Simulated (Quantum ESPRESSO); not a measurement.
# RbCaH3 (Pm-3m): modes at Γ and the response to a field, part 2 of 3

Which modes does RbCaH3 (Pm-3m) have at the zone centre?

Quantum ESPRESSO 7.5; DFT LDA, scalar-relativistic, plane waves, PseudoDojo norm-conserving pseudopotentials.

So far. Step 2 (A first look): A gap of 2.9 eV opens on this mesh, so the crystal is taken as an insulator; the start stands at -2.4 GPa. Step 4 (Ground state): The cell stands at -0.001 GPa, close enough for phonons. The relaxed cell has a = 4.397 Å (conventional setting).

### 5. Zone-centre response

At q = 0 one unit cell holds all displacements; symmetry groups them into irreducible representations that are solved one by one. The response to a field gives ε∞ and the Born charges, which polar modes need.

Contents of ph.in:

```
phonons
&inputph
   prefix = 'x'
   outdir = './tmp'
   fildyn = 'g.dyn'
   tr2_ph = 1.0d-18
   epsil = .true.
/
0.000000000000 0.000000000000 0.000000000000
```

Launch:

```
$ OMP_NUM_THREADS=1 mpirun -n 4 ph.x -nk 4 -in ph.in > ph.out
```

The log of the run:

```text
[banners, grids, parts of the stress and lines that vanish by symmetry left out]
[banner, memory and clock lines left out]
Program PHONON v.7.5

     ./tmp/x.save/

     IMPORTANT: XC functional enforced from input :
     Exchange-correlation= PW
                           (   1   4   0   0   0   0   0)
     Any further DFT definition will be discarded
     Please, verify this is what you really want

     G-vector sticks info

     Reading collected, re-writing distributed wavefunctions in ./tmp/

     Number and degeneracy of irreps per q-point
       N         xq(1)         xq(2)         xq(3)   N irreps
       1   0.000000000   0.000000000   0.000000000       5
        3   3   3   3   3

     Calculation of q =    0.0000000   0.0000000   0.0000000

     phonons

     bravais-lattice index     =            1
     lattice parameter (alat)  =       8.3085  a.u.
     unit-cell volume          =     573.5535 (a.u.)^3
     number of atoms/cell      =            5
     number of atomic types    =            3
     kinetic-energy cut-off    =      81.0000  Ry
     charge density cut-off    =     324.0000  Ry
     convergence threshold     =      1.0E-18
     beta                      =       0.7000
     number of iterations used =            4
     Exchange-correlation= PW
                           (   1   4   0   0   0   0   0)

     celldm(1)=    8.30854  celldm(2)=    0.00000  celldm(3)=    0.00000
     celldm(4)=    0.00000  celldm(5)=    0.00000  celldm(6)=    0.00000

     crystal axes: (cart. coord. in units of alat)
               a(1) = (  1.0000  0.0000  0.0000 )
               a(2) = (  0.0000  1.0000  0.0000 )
               a(3) = (  0.0000  0.0000  1.0000 )

     reciprocal axes: (cart. coord. in units 2 pi/alat)
               b(1) = (  1.0000  0.0000  0.0000 )
               b(2) = (  0.0000  1.0000  0.0000 )
               b(3) = (  0.0000  0.0000  1.0000 )

     Atoms inside the unit cell:

     Cartesian axes

     site n.  atom      mass           positions (alat units)
        1  Rb     85.4678   tau(    1) = (    0.00000    0.00000    0.00000  )
        2  Ca     40.0780   tau(    2) = (    0.50000    0.50000    0.50000  )
        3  H       1.0080   tau(    3) = (    0.00000    0.50000    0.50000  )
        4  H       1.0080   tau(    4) = (    0.50000    0.00000    0.50000  )
        5  H       1.0080   tau(    5) = (    0.50000    0.50000    0.00000  )

     Computing dynamical matrix for
                    q = (   0.0000000   0.0000000   0.0000000 )

     49 Sym.Ops. (with q -> -q+G )

     G cutoff =  566.5452  (  56619 G-vectors)     FFT grid: ( 48, 48, 48)
     number of k points=    20
                       cart. coord. in units 2pi/alat
        k(    1) = (   0.0000000   0.0000000   0.0000000), wk =   0.0092593
        k(    2) = (   0.0000000   0.0000000   0.1666667), wk =   0.0555556
        k(    3) = (   0.0000000   0.0000000   0.3333333), wk =   0.0555556
        [... further k-points left out ...]

     PseudoPot. # 1 for Rb read from file:
     ./pseudo/Rb.upf
     Pseudo is Norm-conserving + core correction, Zval =  9.0

     PseudoPot. # 2 for Ca read from file:
     ./pseudo/Ca.upf
     Pseudo is Norm-conserving + core correction, Zval = 10.0

     PseudoPot. # 3 for H  read from file:
     ./pseudo/H.upf
     Pseudo is Norm-conserving, Zval =  1.0

     Mode symmetry, O_h (m-3m)  point group:

     Electric field:
     Dielectric constant
     Born effective charges as d Force / d E

     Atomic displacements:
     There are    5 irreducible representations

     Representation     1      3 modes -  To be done

     Representation     2      3 modes -  To be done

     Representation     3      3 modes -  To be done

     Representation     4      3 modes -  To be done

     Representation     5      3 modes -  To be done

     Alpha used in Ewald sum =   2.8000

     Electric Fields Calculation

      iter #   1   av.it.:   7.3
      thresh= 1.000E-02 alpha_mix =  0.700 |ddv_scf|^2 =  2.629E-08

      [... iterations left out ...]
      iter #   9   av.it.:  13.3
      thresh= 1.778E-10 alpha_mix =  0.700 |ddv_scf|^2 =  2.558E-20

     End of electric fields calculation

          Dielectric constant in cartesian axis

          (       3.455709001       0.000000000       0.000000000 )
          (       0.000000000       3.455709001       0.000000000 )
          (       0.000000000       0.000000000       3.455709001 )

          Effective charges (d Force / dE) in cartesian axis without acoustic sum rule applied (asr)

           atom    1  Rb    Mean Z*:        1.08841
      Ex  (        1.08841        0.00000        0.00000 )
      Ey  (        0.00000        1.08841        0.00000 )
      Ez  (        0.00000        0.00000        1.08841 )
           atom    2  Ca    Mean Z*:        1.73825
      Ex  (        1.73825        0.00000        0.00000 )
      Ey  (        0.00000        1.73825        0.00000 )
      Ez  (        0.00000        0.00000        1.73825 )
           atom    3  H     Mean Z*:       -0.94234
      Ex  (       -1.06914        0.00000        0.00000 )
      Ey  (        0.00000       -0.87893        0.00000 )
      Ez  (        0.00000        0.00000       -0.87893 )
           atom    4  H     Mean Z*:       -0.94234
      Ex  (       -0.87893        0.00000        0.00000 )
      Ey  (        0.00000       -1.06914        0.00000 )
      Ez  (        0.00000        0.00000       -0.87893 )
           atom    5  H     Mean Z*:       -0.94234
      Ex  (       -0.87893        0.00000        0.00000 )
      Ey  (        0.00000       -0.87893        0.00000 )
      Ez  (        0.00000        0.00000       -1.06914 )

          Effective charges Sum: Mean:       -0.00035
             -0.00035        0.00000        0.00000
              0.00000       -0.00035        0.00000
              0.00000        0.00000       -0.00035

          Effective charges (d Force / dE) in cartesian axis with asr applied:
           atom    1  Rb    Mean Z*:        1.08848
      E*x (        1.08848        0.00000        0.00000 )
      E*y (        0.00000        1.08848        0.00000 )
      E*z (        0.00000        0.00000        1.08848 )
           atom    2  Ca    Mean Z*:        1.73832
      E*x (        1.73832        0.00000        0.00000 )
      E*y (        0.00000        1.73832        0.00000 )
      E*z (        0.00000        0.00000        1.73832 )
           atom    3  H     Mean Z*:       -0.94227
      E*x (       -1.06907        0.00000        0.00000 )
      E*y (        0.00000       -0.87886        0.00000 )
      E*z (        0.00000        0.00000       -0.87886 )
           atom    4  H     Mean Z*:       -0.94227
      E*x (       -0.87886        0.00000        0.00000 )
      E*y (        0.00000       -1.06907        0.00000 )
      E*z (        0.00000        0.00000       -0.87886 )
           atom    5  H     Mean Z*:       -0.94227
      E*x (       -0.87886        0.00000        0.00000 )
      E*y (        0.00000       -0.87886        0.00000 )
      E*z (        0.00000        0.00000       -1.06907 )

     Representation #   1 modes #   1   2   3

     Self-consistent Calculation

      iter #   1   av.it.:   3.7
      thresh= 1.000E-02 alpha_mix =  0.700 |ddv_scf|^2 =  6.017E-09

      [... iterations left out ...]
      iter #   8   av.it.:  13.3
      thresh= 2.731E-10 alpha_mix =  0.700 |ddv_scf|^2 =  9.452E-20

     End of self-consistent calculation

     Convergence has been achieved

     Representation #   2 modes #   4   5   6

     Self-consistent Calculation

      iter #   1   av.it.:   7.2
      thresh= 1.000E-02 alpha_mix =  0.700 |ddv_scf|^2 =  6.441E-07

      [... iterations left out ...]
      iter #   9   av.it.:  13.5
      thresh= 1.091E-10 alpha_mix =  0.700 |ddv_scf|^2 =  7.039E-21

     End of self-consistent calculation

     Convergence has been achieved

     Representation #   3 modes #   7   8   9

     Self-consistent Calculation

      iter #   1   av.it.:   5.9
      thresh= 1.000E-02 alpha_mix =  0.700 |ddv_scf|^2 =  2.518E-07

      [... iterations left out ...]
      iter #   8   av.it.:  13.3
      thresh= 4.145E-10 alpha_mix =  0.700 |ddv_scf|^2 =  7.298E-20

     End of self-consistent calculation

     Convergence has been achieved

     Representation #   4 modes #  10  11  12

     Self-consistent Calculation

      iter #   1   av.it.:   3.7
      thresh= 1.000E-02 alpha_mix =  0.700 |ddv_scf|^2 =  6.813E-09

      [... iterations left out ...]
      iter #   8   av.it.:  13.2
      thresh= 2.087E-10 alpha_mix =  0.700 |ddv_scf|^2 =  7.381E-20

     End of self-consistent calculation

     Convergence has been achieved

     Representation #   5 modes #  13  14  15

     Self-consistent Calculation

      iter #   1   av.it.:   3.2
      thresh= 1.000E-02 alpha_mix =  0.700 |ddv_scf|^2 =  1.238E-09

      [... iterations left out ...]
      iter #   6   av.it.:  13.6
      thresh= 2.241E-10 alpha_mix =  0.700 |ddv_scf|^2 =  2.147E-20

     End of self-consistent calculation

     Convergence has been achieved

     Number of q in the star =    1
     List of q in the star:
          1   0.000000000   0.000000000   0.000000000

          Dielectric constant in cartesian axis

          (       3.455709001       0.000000000       0.000000000 )
          (       0.000000000       3.455709001       0.000000000 )
          (       0.000000000       0.000000000       3.455709001 )

          Effective charges (d Force / dE) in cartesian axis without acoustic sum rule applied (asr)

           atom    1  Rb    Mean Z*:        1.08841
      Ex  (        1.08841        0.00000        0.00000 )
      Ey  (        0.00000        1.08841        0.00000 )
      Ez  (        0.00000        0.00000        1.08841 )
           atom    2  Ca    Mean Z*:        1.73825
      Ex  (        1.73825        0.00000        0.00000 )
      Ey  (        0.00000        1.73825        0.00000 )
      Ez  (        0.00000        0.00000        1.73825 )
           atom    3  H     Mean Z*:       -0.94234
      Ex  (       -1.06914        0.00000        0.00000 )
      Ey  (        0.00000       -0.87893        0.00000 )
      Ez  (        0.00000        0.00000       -0.87893 )
           atom    4  H     Mean Z*:       -0.94234
      Ex  (       -0.87893        0.00000        0.00000 )
      Ey  (        0.00000       -1.06914        0.00000 )
      Ez  (        0.00000        0.00000       -0.87893 )
           atom    5  H     Mean Z*:       -0.94234
      Ex  (       -0.87893        0.00000        0.00000 )
      Ey  (        0.00000       -0.87893        0.00000 )
      Ez  (        0.00000        0.00000       -1.06914 )

          Effective charges Sum: Mean:       -0.00035
             -0.00035        0.00000        0.00000
              0.00000       -0.00035        0.00000
              0.00000        0.00000       -0.00035

          Effective charges (d Force / dE) in cartesian axis with asr applied:
           atom    1  Rb    Mean Z*:        1.08848
      E*x (        1.08848        0.00000        0.00000 )
      E*y (        0.00000        1.08848        0.00000 )
      E*z (        0.00000        0.00000        1.08848 )
           atom    2  Ca    Mean Z*:        1.73832
      E*x (        1.73832        0.00000        0.00000 )
      E*y (        0.00000        1.73832        0.00000 )
      E*z (        0.00000        0.00000        1.73832 )
           atom    3  H     Mean Z*:       -0.94227
      E*x (       -1.06907        0.00000        0.00000 )
      E*y (        0.00000       -0.87886        0.00000 )
      E*z (        0.00000        0.00000       -0.87886 )
           atom    4  H     Mean Z*:       -0.94227
      E*x (       -0.87886        0.00000        0.00000 )
      E*y (        0.00000       -1.06907        0.00000 )
      E*z (        0.00000        0.00000       -0.87886 )
           atom    5  H     Mean Z*:       -0.94227
      E*x (       -0.87886        0.00000        0.00000 )
      E*y (        0.00000       -0.87886        0.00000 )
      E*z (        0.00000        0.00000       -1.06907 )

     Diagonalizing the dynamical matrix

     q = (    0.000000000   0.000000000   0.000000000 )

 **************************************************************************
     freq (    1) =       0.030064 [THz] =       1.002813 [cm-1]
     freq (    2) =       0.030064 [THz] =       1.002813 [cm-1]
     freq (    3) =       0.030064 [THz] =       1.002813 [cm-1]
     freq (    4) =       3.248223 [THz] =     108.349042 [cm-1]
     freq (    5) =       3.248223 [THz] =     108.349042 [cm-1]
     freq (    6) =       3.248223 [THz] =     108.349042 [cm-1]
     freq (    7) =      10.479129 [THz] =     349.546108 [cm-1]
     freq (    8) =      10.479129 [THz] =     349.546108 [cm-1]
     freq (    9) =      10.479129 [THz] =     349.546108 [cm-1]
     freq (   10) =      12.170510 [THz] =     405.964502 [cm-1]
     freq (   11) =      12.170510 [THz] =     405.964502 [cm-1]
     freq (   12) =      12.170510 [THz] =     405.964502 [cm-1]
     freq (   13) =      36.196705 [THz] =    1207.392127 [cm-1]
     freq (   14) =      36.196705 [THz] =    1207.392127 [cm-1]
     freq (   15) =      36.196705 [THz] =    1207.392127 [cm-1]
 **************************************************************************

     Mode symmetry, O_h (m-3m)  point group:

     freq (   1-   3) =          1.0  [cm-1]   --> T_1u G_15  G_4- I
     freq (   4-   6) =        108.3  [cm-1]   --> T_1u G_15  G_4- I
     freq (   7-   9) =        349.5  [cm-1]   --> T_2u G_25  G_5-
     freq (  10-  12) =        406.0  [cm-1]   --> T_1u G_15  G_4- I
     freq (  13-  15) =       1207.4  [cm-1]   --> T_1u G_15  G_4- I
```

It took 8.9 min on 4 MPI ranks of Intel Xeon at 2.70GHz, shared host.

Read from the output:

```yaml
miss_of_the_charge_sum_rule: 3.40e-4 e
largest_acoustic_frequency_at_the_zone_centre_before_the_sum_rule: 1 cm⁻¹
highest_optical_zone_centre_mode_no_lo_to_term: 1207 cm⁻¹
lowest_optical_zone_centre_mode: 108.3 cm⁻¹
mean_high_frequency_dielectric_constant: 3.456
largest_born_charge_in_size_third_of_the_trace: 1.738 e
```

Born charge (rows field, columns displacement), before the sum rule (e), principal values of the symmetric part by kind of site:

```
atom  atoms with these values    low  middle   high   mean
 Rb1                        1   1.09    1.09   1.09   1.09
 Ca2                        1   1.74    1.74   1.74   1.74
  H3                        3  -1.07   -0.88  -0.88  -0.94
```

In full for Rb1:

```
1.09 0.00 0.00
0.00 1.09 0.00
0.00 0.00 1.09
```

High-frequency dielectric tensor:

```
3.46 0.00 0.00
0.00 3.46 0.00
0.00 0.00 3.46
```

The acoustic modes at Γ come out as far as 1.0 cm⁻¹ from zero, where they should vanish, a small numerical error; the Born charges miss their sum rule by 3.4e-4 e, which is good.

### 6. Modes with the sum rule

A rigid shift of the crystal must cost nothing, but grids and finite bases break this; the acoustic sum rule is imposed before the matrix is diagonalised again. With Born charges the intensities follow, and the static dielectric tensor.

Contents of dynmat.in:

```
&input
   fildyn = 'g.dyn'
   asr = 'simple'
   fileig = 'dynmat.eig'
   lperm = .true.
/
```

Launch:

```
$ dynmat.x -in dynmat.in > dynmat.out
```

The log of the run:

```text
[banner, memory and clock lines left out]
Program DYNMAT v.7.5

     Reading Dynamical Matrix from file g.dyn
     ...Force constants read
     ...epsilon and Z* read
     A direction for q was not specified:TO-LO splitting will be absent

     Polarizability (A^3 units)
     multiply by 0.549883 for Clausius-Mossotti correction
        16.609034    0.000000    0.000000
         0.000000   16.609034    0.000000
         0.000000    0.000000   16.609034

     IR activities are in (D/A)^2/amu units

# mode   [cm-1]    [THz]      IR
    1     -0.00   -0.0000    0.0000
    2      0.00    0.0000    0.0000
    3      0.00    0.0000    0.0000
    4    108.34    3.2479    0.9705
    5    108.34    3.2479    0.9705
    6    108.34    3.2479    0.9705
    7    349.48   10.4771    0.0000
    8    349.48   10.4771    0.0000
    9    349.48   10.4771    0.0000
   10    405.91   12.1689   39.0576
   11    405.91   12.1689   39.0576
   12    405.91   12.1689   39.0576
   13   1207.34   36.1951   23.5476
   14   1207.34   36.1951   23.5476
   15   1207.34   36.1951   23.5476

Electronic dielectric permittivity tensor (relative, adimensional)
         3.455709    0.000000    0.000000
         0.000000    3.455709    0.000000
         0.000000    0.000000    3.455709

 ... with zone-center polar mode contributions
        11.884770    0.000000    0.000000
         0.000000   11.884770   -0.000000
         0.000000   -0.000000   11.884770

[end of the log left out, with the tail of the file of modes that dynmat.x writes under the same name]
```

Elapsed: 0.75 s, on 1 thread.

Numbers from this step:

```yaml
mean_static_dielectric_constant: 11.88
```

Unit eigenvectors of the mass-weighted matrix after the sum rule; no LO-TO term. Modes at Γ, with each element's share of the kinetic energy:

```
mode  frequency (cm⁻¹)  symmetry  Rb %  Ca %  H %
   1               0.0  acoustic    66    31    2
   2               0.0  acoustic    66    31    2
   3               0.0  acoustic    66    31    2
   4             108.3       T1u    34    62    5
   5             108.3       T1u    34    62    5
   6             108.3       T1u    34    62    5
   7             349.5       T2u     0     0  100
   8             349.5       T2u     0     0  100
   9             349.5       T2u     0     0  100
  10             405.9       T1u     0     5   95
  11             405.9       T1u     0     5   95
  12             405.9       T1u     0     5   95
  13            1207.3       T1u     0     2   98
  14            1207.3       T1u     0     2   98
  15            1207.3       T1u     0     2   98
```

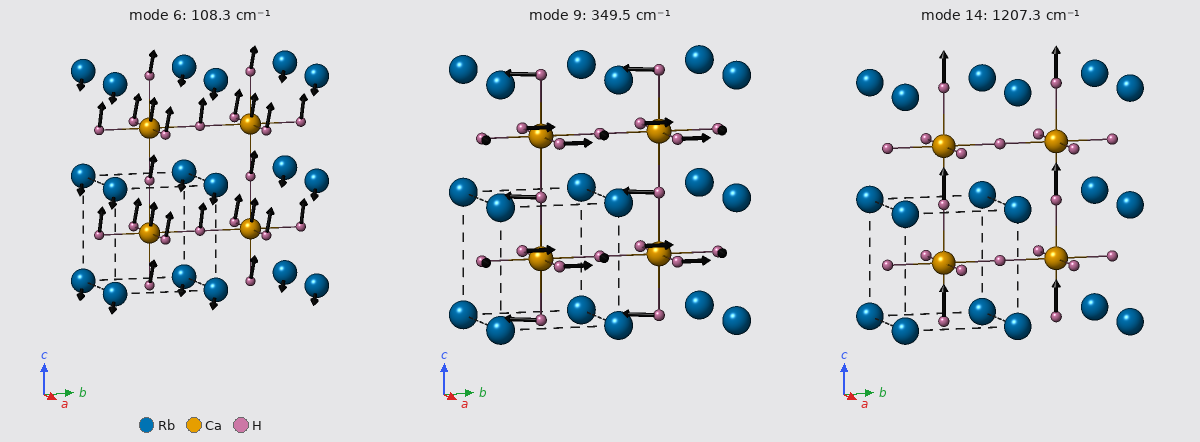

Displacement patterns of modes 6, 9 and 14 at Γ; arrows are exaggerated. 1×2×2 cells are drawn. Some periodic images of atoms are drawn too.

Degenerate modes summed, no LO-TO term. Infrared lines, with heights relative to the strongest:

```
position (cm⁻¹)  lines merged  label  IR intensity, relative
            108             3    T1u                     2.5
            349             3    T2u                     0.0
            406             3    T1u                     100
           1207             3    T1u                      60
```

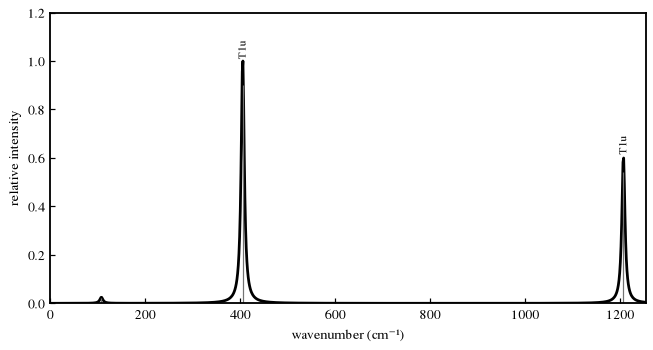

The infrared spectrum, broadened with Lorentzians of width 8 cm⁻¹; bars mark the lines.

Static dielectric tensor (ions relaxed, fixed cell):

```
11.88  0.00  0.00
 0.00 11.88  0.00
 0.00  0.00 11.88
```

The rule moves no optical mode by more than 0.1 cm⁻¹.

(Continued in part 3 of 3.)

[Host names and launcher messages were left out of these logs when they were recorded.]

[Logs are printed without paths, hosts, clocks, repeated set-up lines and the standing remarks that a program may print on its own settings, such as how far it seeks lower states.]

[Hosts, paths, dates, database ids (printed as entryN), source tags and the programs' standing remarks are cut or masked in the printed files.]
